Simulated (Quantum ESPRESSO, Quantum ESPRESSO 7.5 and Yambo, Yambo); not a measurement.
# A GW chain in Yambo: GaAs (F-43m)

Aim: the G0W0 gap of GaAs (F-43m) on PBE, step by step.

Main program and level: Quantum ESPRESSO 7.5 and Yambo 5.3.0; PBE and many-body steps on it, plane waves.

**Experimental background.**

- Gap 1.51 eV: band-edge emission energy from PL (direct gap at Gamma); photoluminescence, 633 nm excitation; 77 K; bulk crystal (MBE GaAs matrix around a thin InAs wetting layer on semi-insulating GaAs (100)) (“Photoluminescence of InAs/GaAs quantum dots under direct two-photon excitation”, 2020, pmc:7331710).

- Gap 1.42 eV: band-edge photoluminescence emission energy of the GaAs substrate; time-integrated photoluminescence; 300 K; bulk crystal ((001) GaAs substrate beneath GaBiAs epilayers) (“Investigation of the anisotropic electron g factor as a probe of the electronic structure of GaBixAs1-x/GaAs epilayers”, 2014, arxiv:1409.8467).

- Gap 1.412 ± 0.01 eV: direct gap E0 at Gamma from ellipsometry; variable-angle spectroscopic ellipsometry, parametric critical-point fit; 300 K; bulk crystal (semi-insulating GaAs(001) reference substrate with native oxide) (“Evidence of valence band perturbations in GaAsN/GaAs(001): A combined variable-angle spectroscopic ellipsometry and modulated photoreflectance investigation”, 2008, arxiv:0805.2212).

- Gap 1.418 ± 0.005 eV: direct gap E0 at Gamma from PR; modulated photoreflectance, low-field lineshape fit; 300 K; bulk crystal (semi-insulating GaAs(001) reference substrate) (“Evidence of valence band perturbations in GaAsN/GaAs(001): A combined variable-angle spectroscopic ellipsometry and modulated photoreflectance investigation”, 2008, arxiv:0805.2212).

## (1) The starting structure

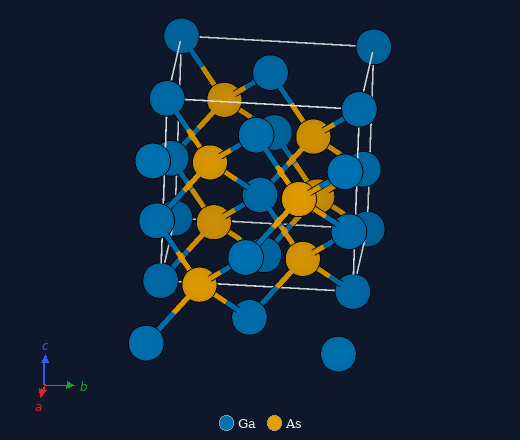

The cell as given, slightly off an axis (gallium blue, arsenic orange). 2×1×1 cells are drawn. This picture shows the conventional cell, with its axes. Bonds to atoms that aren't drawn are left out. Some periodic images of atoms are drawn too.

Structure file:

```cif
data_structure
_symmetry_space_group_name_H-M 'F-43m'
_symmetry_Int_Tables_number 216
_cell_length_a 5.6537
_cell_length_b 5.6537
_cell_length_c 5.6537
_cell_angle_alpha 90.000
_cell_angle_beta 90.000
_cell_angle_gamma 90.000
_cell_volume 180.72
loop_
_atom_site_label
_atom_site_type_symbol
_atom_site_symmetry_multiplicity
_atom_site_Wyckoff_symbol
_atom_site_fract_x
_atom_site_fract_y
_atom_site_fract_z
_atom_site_occupancy
Ga1 Ga 4 a 0.00000 0.00000 0.00000 1
As1 As 4 d 0.25000 0.25000 0.75000 1
```

The cell and positions come from the Crystallography Open Database and are kept as given unless a step says otherwise.

## (2) Ground state

This step: Quantum ESPRESSO 7.5; DFT, PBE, plane waves, norm-conserving pseudopotentials.

The ground-state density comes first.

File pw.in:

```
&control
  calculation = 'scf'
  prefix = 'x'
  outdir = 'o'
  pseudo_dir = 'pseudo'
/
&system
  ibrav = 0
  nat = 2
  ntyp = 2
  ecutwfc = 76.0
  nbnd = 19
  force_symmorphic = .true.
/
&electrons
  conv_thr = 1e-10
  electron_maxstep = 80
  mixing_beta = 0.5
/
ATOMIC_SPECIES
  Ga 69.723 Ga.upf
  As 74.922 As.upf
CELL_PARAMETERS angstrom
  0.0000000000 2.8268500000 2.8268500000
  2.8268500000 0.0000000000 2.8268500000
  2.8268500000 2.8268500000 0.0000000000
ATOMIC_POSITIONS crystal
  Ga 0.0000000000 0.0000000000 0.0000000000
  As 0.2500000000 0.2500000000 0.2500000000
K_POINTS automatic
  6 6 6 0 0 0
```

Started as:

```bash
$ OMP_NUM_THREADS=1 mpirun -n 4 pw.x -nk 4 -in pw.in > pw.out
```

The program printed:

```text
Program PWSCF v.7.5 starts

     This program is part of the open-source Quantum ESPRESSO suite
     for quantum simulation of materials; please cite
         "P. Giannozzi et al., J. Phys.:Condens. Matter 21 395502 (2009);
         "P. Giannozzi et al., J. Phys.:Condens. Matter 29 465901 (2017);
         "P. Giannozzi et al., J. Chem. Phys. 152 154105 (2020);
     in publications or presentations arising from this work. More details at
     Message from routine setup:
     using ibrav=0 with symmetry is DISCOURAGED, use correct ibrav instead

     G-vector sticks info

     bravais-lattice index     =            0
     lattice parameter (alat)  =       7.5547  a.u.
     unit-cell volume          =     304.8842 (a.u.)^3
     number of atoms/cell      =            2
     number of atomic types    =            2
     number of electrons       =        28.00
     number of Kohn-Sham states=           19
     kinetic-energy cutoff     =      76.0000  Ry
     charge density cutoff     =     304.0000  Ry
     scf convergence threshold =      1.0E-10
     mixing beta               =       0.5000
     number of iterations used =            8  plain     mixing
     Exchange-correlation= PBE
                           (   1   4   3   4   0   0   0)

     celldm(1)=   7.554690  celldm(2)=   0.000000  celldm(3)=   0.000000
     celldm(4)=   0.000000  celldm(5)=   0.000000  celldm(6)=   0.000000

     crystal axes: (cart. coord. in units of alat)
               a(1) = (   0.000000   0.707107   0.707107 )
               a(2) = (   0.707107   0.000000   0.707107 )
               a(3) = (   0.707107   0.707107   0.000000 )

     reciprocal axes: (cart. coord. in units 2 pi/alat)
               b(1) = ( -0.707107  0.707107  0.707107 )
               b(2) = (  0.707107 -0.707107  0.707107 )
               b(3) = (  0.707107  0.707107 -0.707107 )
     Pseudo is Norm-conserving + core correction, Zval = 13.0
     Generated using ONCVPSP code by D. R. Hamann
     Using radial grid of 1902 points,  6 beta functions with:
     Pseudo is Norm-conserving + core correction, Zval = 15.0
     Generated using ONCVPSP code by D. R. Hamann
     Using radial grid of 1358 points,  6 beta functions with:
     Ga               13.00    69.72300     Ga( 1.00)
     As               15.00    74.92200     As( 1.00)

     24 Sym. Ops. (no inversion) found

   Cartesian axes

     site n.     atom                  positions (alat units)
         1        Ga     tau(   1) = (   0.0000000   0.0000000   0.0000000  )
         2        As     tau(   2) = (   0.3535534   0.3535534   0.3535534  )

     number of k points=    16
                       cart. coord. in units 2pi/alat
        k(    1) = (   0.0000000   0.0000000   0.0000000), wk =   0.0092593
        k(    2) = (   0.1178511   0.1178511  -0.1178511), wk =   0.0740741
        k(    3) = (   0.2357023   0.2357023  -0.2357023), wk =   0.0740741
        k(    4) = (  -0.3535534  -0.3535534   0.3535534), wk =   0.0370370
        k(    5) = (   0.2357023   0.0000000  -0.0000000), wk =   0.0555556
        k(    6) = (   0.3535534   0.1178511  -0.1178511), wk =   0.2222222
        k(    7) = (  -0.2357023  -0.4714045   0.4714045), wk =   0.2222222
        k(    8) = (  -0.1178511  -0.3535534   0.3535534), wk =   0.2222222
        k(    9) = (   0.0000000  -0.2357023   0.2357023), wk =   0.1111111
        k(   10) = (   0.4714045   0.0000000  -0.0000000), wk =   0.0555556
     [... 4 further rows ...]
        k(   15) = (  -0.1178511  -0.3535534   0.5892557), wk =   0.2222222
        k(   16) = (  -0.7071068   0.2357023   0.0000000), wk =   0.1111111

     Dense  grid:    27317 G-vectors     FFT dimensions: (  45,  45,  45)

     Initial potential from superposition of free atoms

     starting charge      27.9971, renormalised to      28.0000
     Starting wfcs are   18 randomized atomic wfcs +    1 random wfcs

     per-process dynamical memory:    26.3 Mb

     Self-consistent Calculation

     iteration #  1     ecut=    76.00 Ry     beta= 0.50

     Threshold (ethr) on eigenvalues was too large:
     Diagonalizing with lowered threshold

     total energy              =    -365.12033810 Ry
     estimated scf accuracy    <       0.04920319 Ry

     iteration #  2     ecut=    76.00 Ry     beta= 0.50

     total energy              =    -365.12633094 Ry
     estimated scf accuracy    <       0.00570716 Ry

     iteration #  3     ecut=    76.00 Ry     beta= 0.50

     total energy              =    -365.12658541 Ry
     estimated scf accuracy    <       0.00093469 Ry

     iteration #  4     ecut=    76.00 Ry     beta= 0.50

     total energy              =    -365.12663297 Ry
     estimated scf accuracy    <       0.00001895 Ry

     iteration #  5     ecut=    76.00 Ry     beta= 0.50

     total energy              =    -365.12663683 Ry
     estimated scf accuracy    <       0.00000133 Ry

     iteration #  6     ecut=    76.00 Ry     beta= 0.50

     total energy              =    -365.12663707 Ry
     estimated scf accuracy    <       0.00000011 Ry

     iteration #  7     ecut=    76.00 Ry     beta= 0.50

     total energy              =    -365.12663711 Ry
     estimated scf accuracy    <          8.3E-09 Ry

     iteration #  8     ecut=    76.00 Ry     beta= 0.50

     total energy              =    -365.12663711 Ry
     estimated scf accuracy    <          1.9E-09 Ry

     iteration #  9     ecut=    76.00 Ry     beta= 0.50

     total energy              =    -365.12663711 Ry
     estimated scf accuracy    <          4.0E-10 Ry

     iteration # 10     ecut=    76.00 Ry     beta= 0.50

     End of self-consistent calculation

          k = 0.0000 0.0000 0.0000 (  3479 PWs)   bands (ev):

   -26.4007 -26.4007 -26.4007 -26.3913 -26.3913  -6.0157  -6.0157  -6.0157
    -5.9387  -5.9387  -3.9193   8.8080   8.8080   8.8080   9.3217  12.5467
    12.5467  12.5467  16.4118

          k = 0.1179 0.1179-0.1179 (  3425 PWs)   bands (ev):

   -26.4006 -26.4001 -26.4001 -26.3908 -26.3908  -6.0381  -6.0097  -6.0097
    -5.9387  -5.9387  -3.5994   6.0965   8.4280   8.4280  10.4417  13.0939
    13.0939  13.4945  17.8802

          k = 0.2357 0.2357-0.2357 (  3428 PWs)   bands (ev):

   -26.4004 -26.3999 -26.3999 -26.3908 -26.3908  -6.0772  -6.0000  -6.0000
    -5.9370  -5.9370  -2.7734   3.4316   7.8825   7.8825  10.0255  13.5124
    13.5124  16.0615  17.5874

          k =-0.3536-0.3536 0.3536 (  3426 PWs)   bands (ev):

     [... further k-points ...]

     highest occupied, lowest unoccupied level (ev):     8.8080    9.3217

!    total energy              =    -365.12663711 Ry
     estimated scf accuracy    <          1.4E-11 Ry

     The total energy is the sum of the following terms:
     one-electron contribution =    -192.06416925 Ry
     hartree contribution      =     114.73274341 Ry
     xc contribution           =     -89.44237749 Ry
     ewald contribution        =    -198.35283378 Ry

     convergence has been achieved in  10 iterations

     XML data file, charge density, pseudopotentials, collected wavefunctions

=------------------------------------------------------------------------------=
   JOB DONE.
=------------------------------------------------------------------------------=
```

Run time: 6.7 s. Hardware: 4 MPI ranks of Arm Neoverse V1, shared host; peak memory 0.26 GiB.

This step gave:

| Item | Value |
| --- | --- |
| total energy | -4967.8010 eV |
| gap | 0.5137 eV |
| k of the valence top | 0, 0, 0 |
| k of the conduction bottom | 0, 0, 0 |
| least direct gap | 0.5137 eV |

The gap is direct, at Γ.

## (3) Bands along the symmetry lines

The cheap functional maps the bands first; the places of the edges decide which points the dearer methods must see.

File pw.in:

```
&control
  calculation = 'bands'
  prefix = 'x'
  outdir = 'o'
  pseudo_dir = 'pseudo'
/
&system
  ibrav = 0
  nat = 2
  ntyp = 2
  ecutwfc = 76.0
  nbnd = 20
  force_symmorphic = .true.
/
&electrons
  conv_thr = 1e-9
  electron_maxstep = 80
  diago_full_acc = .true.
  diago_thr_init = 5e-6
/
ATOMIC_SPECIES
  Ga 69.723 Ga.upf
  As 74.922 As.upf
CELL_PARAMETERS angstrom
  0.0000000000 2.8268500000 2.8268500000
  2.8268500000 0.0000000000 2.8268500000
  2.8268500000 2.8268500000 0.0000000000
ATOMIC_POSITIONS crystal
  Ga 0.0000000000 0.0000000000 0.0000000000
  As 0.2500000000 0.2500000000 0.2500000000
K_POINTS crystal
  50
  0.00000000 0.00000000 0.00000000 1
  -0.06250000 -0.06250000 0.00000000 1
  -0.12500000 -0.12500000 0.00000000 1
  -0.18750000 -0.18750000 0.00000000 1
  -0.25000000 -0.25000000 0.00000000 1
  -0.31250000 -0.31250000 0.00000000 1
  -0.37500000 -0.37500000 0.00000000 1
  -0.43750000 -0.43750000 0.00000000 1
  -0.50000000 -0.50000000 0.00000000 1
  -0.48437500 -0.48437500 0.03125000 1
  -0.46875000 -0.46875000 0.06250000 1
  -0.45312500 -0.45312500 0.09375000 1
  -0.43750000 -0.43750000 0.12500000 1
  -0.42187500 -0.42187500 0.15625000 1
  -0.40625000 -0.40625000 0.18750000 1
  -0.39062500 -0.39062500 0.21875000 1
  -0.37500000 -0.37500000 0.25000000 1
  -0.37500000 0.00000000 0.37500000 1
  -0.32812500 0.00000000 0.32812500 1
  -0.28125000 0.00000000 0.28125000 1
  -0.23437500 0.00000000 0.23437500 1
  -0.18750000 0.00000000 0.18750000 1
  -0.14062500 0.00000000 0.14062500 1
  -0.09375000 0.00000000 0.09375000 1
  -0.04687500 0.00000000 0.04687500 1
  0.00000000 0.00000000 0.00000000 1
  0.00000000 0.00000000 0.06250000 1
  0.00000000 0.00000000 0.12500000 1
  0.00000000 0.00000000 0.18750000 1
  0.00000000 0.00000000 0.25000000 1
  0.00000000 0.00000000 0.31250000 1
  0.00000000 0.00000000 0.37500000 1
  0.00000000 0.00000000 0.43750000 1
  -0.00000000 -0.00000000 0.50000000 1
  -0.06250000 -0.03125000 0.46875000 1
  -0.12500000 -0.06250000 0.43750000 1
  -0.18750000 -0.09375000 0.40625000 1
  -0.25000000 -0.12500000 0.37500000 1
  -0.31250000 -0.15625000 0.34375000 1
  -0.37500000 -0.18750000 0.31250000 1
  -0.43750000 -0.21875000 0.28125000 1
  -0.50000000 -0.25000000 0.25000000 1
  -0.50000000 -0.28125000 0.21875000 1
  -0.50000000 -0.31250000 0.18750000 1
  -0.50000000 -0.34375000 0.15625000 1
  -0.50000000 -0.37500000 0.12500000 1
  -0.50000000 -0.40625000 0.09375000 1
  -0.50000000 -0.43750000 0.06250000 1
  -0.50000000 -0.46875000 0.03125000 1
  -0.50000000 -0.50000000 0.00000000 1
```

The program printed:

```text
[banner, memory and clock lines left out]
Program PWSCF v.7.5 starts

     Atomic positions and unit cell read from directory:
     o/x.save/

     Message from routine setup:
     using ibrav=0 with symmetry is DISCOURAGED, use correct ibrav instead

     G-vector sticks info

     bravais-lattice index     =            0
     lattice parameter (alat)  =       7.5547  a.u.
     unit-cell volume          =     304.8842 (a.u.)^3
     number of atoms/cell      =            2
     number of atomic types    =            2
     number of electrons       =        28.00
     number of Kohn-Sham states=           20
     kinetic-energy cutoff     =      76.0000  Ry
     charge density cutoff     =     304.0000  Ry
     Exchange-correlation= PBE
                           (   1   4   3   4   0   0   0)

     celldm(1)=   7.554690  celldm(2)=   0.000000  celldm(3)=   0.000000
     celldm(4)=   0.000000  celldm(5)=   0.000000  celldm(6)=   0.000000

     crystal axes: (cart. coord. in units of alat)
               a(1) = (   0.000000   0.707107   0.707107 )
               a(2) = (   0.707107   0.000000   0.707107 )
               a(3) = (   0.707107   0.707107   0.000000 )

     reciprocal axes: (cart. coord. in units 2 pi/alat)
               b(1) = ( -0.707107  0.707107  0.707107 )
               b(2) = (  0.707107 -0.707107  0.707107 )
               b(3) = (  0.707107  0.707107 -0.707107 )
     Pseudo is Norm-conserving + core correction, Zval = 13.0
     Generated using ONCVPSP code by D. R. Hamann
     Using radial grid of 1902 points,  6 beta functions with:
     Pseudo is Norm-conserving + core correction, Zval = 15.0
     Generated using ONCVPSP code by D. R. Hamann
     Using radial grid of 1358 points,  6 beta functions with:
     Ga               13.00    69.72300     Ga( 1.00)
     As               15.00    74.92200     As( 1.00)

     24 Sym. Ops. (no inversion) found

   Cartesian axes

     site n.     atom                  positions (alat units)
         1        Ga     tau(   1) = (   0.0000000   0.0000000   0.0000000  )
         2        As     tau(   2) = (   0.3535534   0.3535534   0.3535534  )

     number of k points=    50
                       cart. coord. in units 2pi/alat
        k(    1) = (   0.0000000   0.0000000   0.0000000), wk =   0.0400000
        k(    2) = (   0.0000000   0.0000000  -0.0883883), wk =   0.0400000
        k(    3) = (   0.0000000   0.0000000  -0.1767767), wk =   0.0400000
[...]
[... 38 further rows ...]
        k(   49) = (   0.0441942  -0.0000000  -0.7071068), wk =   0.0400000
        k(   50) = (   0.0000000   0.0000000  -0.7071068), wk =   0.0400000

     Dense  grid:    27317 G-vectors     FFT dimensions: (  45,  45,  45)

     The potential is recalculated from file :
     o/x.save/charge-density

     Starting wfcs are   18 randomized atomic wfcs +    2 random wfcs

     Band Structure Calculation

     End of band structure calculation

          k = 0.0000 0.0000 0.0000 (  3479 PWs)   bands (ev):

   -26.4007 -26.4007 -26.4007 -26.3913 -26.3913  -6.0158  -6.0158  -6.0158
    -5.9387  -5.9387  -3.9193   8.8080   8.8080   8.8080   9.3217  12.5467
    12.5467  12.5467  16.4118  18.9704

          k = 0.0000 0.0000-0.0884 (  3439 PWs)   bands (ev):

   -26.4005 -26.4003 -26.4003 -26.3911 -26.3910  -6.0215  -6.0139  -6.0139
[...]
12.8203  12.8203  16.7669  18.0926

          k = 0.0000 0.0000-0.1768 (  3431 PWs)   bands (ev):

[...]
13.5070  13.5070  16.8567  17.7161

          k =-0.0000 0.0000-0.2652 (  3431 PWs)   bands (ev):

[...]
k = 0.0000 0.0000-0.3536 (  3399 PWs)   bands (ev):

[...]
k = 0.0000-0.0000-0.4419 (  3431 PWs)   bands (ev):

[...]
k =-0.0000 0.0000-0.5303 (  3407 PWs)   bands (ev):

[...]
k = 0.0000-0.0000-0.6187 (  3406 PWs)   bands (ev):

[...]
k = 0.5303-0.0000-0.5303 (  3414 PWs)   bands (ev):

[...]
k = 0.0000 0.0000 0.0000 (  3479 PWs)   bands (ev):

[...]
k = 0.1326 0.0000-0.7071 (  3386 PWs)   bands (ev):

[...]
k = 0.0884-0.0000-0.7071 (  3386 PWs)   bands (ev):

[...]
k = 0.0442-0.0000-0.7071 (  3384 PWs)   bands (ev):

[...]
18.8132  18.8300  19.7860  21.6940

          k = 0.0000 0.0000-0.7071 (  3378 PWs)   bands (ev):

   -26.4015 -26.3983 -26.3983 -26.3912 -26.3897  -6.1266  -5.9663  -5.9663
    -5.9643  -5.9262  -1.4201   1.9932   6.1323   6.1323  10.2765  10.4697
    18.9814  18.9814  19.7877  22.1254

     XML data file, pseudopotentials, collected wavefunctions
```

Run time: 6.1 s. Hardware: 4 MPI ranks; peak memory 0.22 GiB.

Numbers from this step:

- gap: 0.5137 eV
- k of the valence top: 0, 0, 0
- k of the conduction bottom: 0, 0, 0
- least direct gap: 0.5137 eV

The gap is 0.514 eV, as in the run before at this level.

Electronic bands along the path, in eV, zero at the top of the highest filled band:

| point | band 11 | band 12 | band 13 | band 14 | band 15 | band 16 | band 17 | band 18 |
| --- | --- | --- | --- | --- | --- | --- | --- | --- |
| Γ | -12.73 | 0.00 | 0.00 | 0.00 | 0.51 | 3.74 | 3.74 | 3.74 |
| X | -10.23 | -6.81 | -2.68 | -2.68 | 1.47 | 1.66 | 10.17 | 10.17 |
| U | -10.26 | -6.63 | -3.86 | -2.26 | 1.97 | 4.64 | 7.96 | 8.07 |
| jump to K | -10.26 | -6.63 | -3.86 | -2.26 | 1.97 | 4.64 | 7.96 | 8.07 |
| Γ | -12.73 | 0.00 | 0.00 | 0.00 | 0.51 | 3.74 | 3.74 | 3.74 |
| L | -10.97 | -6.64 | -1.14 | -1.14 | 1.00 | 4.64 | 4.64 | 7.77 |
| W | -10.17 | -6.63 | -3.53 | -3.34 | 4.62 | 4.72 | 5.42 | 6.05 |
| X | -10.23 | -6.81 | -2.68 | -2.68 | 1.47 | 1.66 | 10.17 | 10.17 |

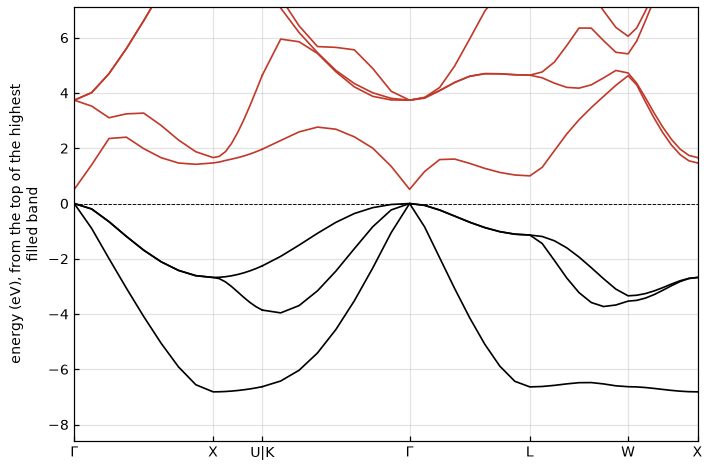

Electronic bands along the path; lines of filled and empty bands in two colours.

(Part 1 of 3 ends here.)

[Paths, hosts, dates, memory and timing lines, banners, echoed tables and standing remarks are left out of the program output.]

[Logs are printed without paths, hosts, clocks, repeated set-up lines and the standing remarks that a program may print on its own settings, such as how far it seeks lower states.]

[Runs of the session that timed out or met a known fault of the program may be left out.]

[Hosts, paths, dates, database ids (printed as entryN), source tags and the programs' standing remarks are cut or masked in the printed files.]
